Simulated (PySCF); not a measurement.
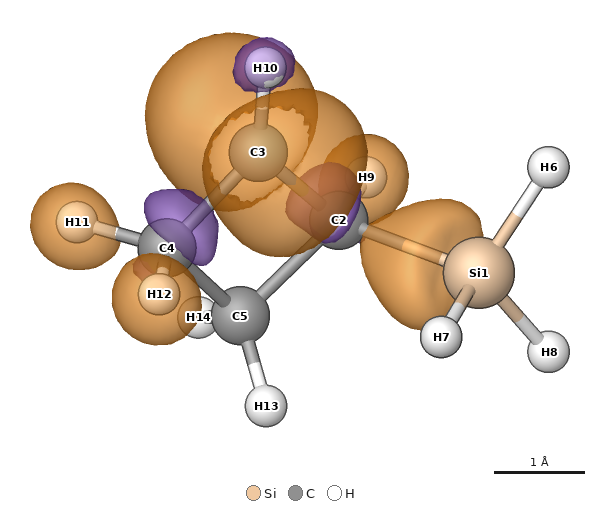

*C₄H₉Si (doublet). Isosurfaces of the spin density (α minus β) at +0.02 (orange) and −0.02 e/Å³ (purple), seen at a tilt.*

Geometry: GFN2-xTB.

All numbers below come from UKS B3LYP, pcH-1 on C H Si, non-relativistic, mean-field spin-orbit, GIAO in PySCF 2.14.0, density-fitted response routines.

```yaml
atoms:
  - { symbol: Si, position_ang: [1.8762, 0.4243, -0.1674] }
  - { symbol: C, position_ang: [0.1662, -0.2917, -0.6771] }
  - { symbol: C, position_ang: [-0.8888, 0.7304, -0.6360] }
  - { symbol: C, position_ang: [-1.5491, 0.1537, 0.5603] }
  - { symbol: C, position_ang: [-0.5757, -1.0349, 0.4530] }
  - { symbol: H, position_ang: [2.2845, 1.3841, -1.1923] }
  - { symbol: H, position_ang: [1.7286, 1.0829, 1.1300] }
  - { symbol: H, position_ang: [2.8534, -0.6629, -0.0670] }
  - { symbol: H, position_ang: [0.2820, -0.8439, -1.6152] }
  - { symbol: H, position_ang: [-1.0758, 1.6133, -1.2131] }
  - { symbol: H, position_ang: [-2.6101, -0.0932, 0.4489] }
  - { symbol: H, position_ang: [-1.4457, 0.7368, 1.4836] }
  - { symbol: H, position_ang: [0.0084, -1.2446, 1.3477] }
  - { symbol: H, position_ang: [-1.0549, -1.9547, 0.1224] }
```

Describe the spin distribution.

Answer. The unpaired spin (1 electron) lies mostly on C3 (about 0.6), in electrons by Hirshfeld's partition.
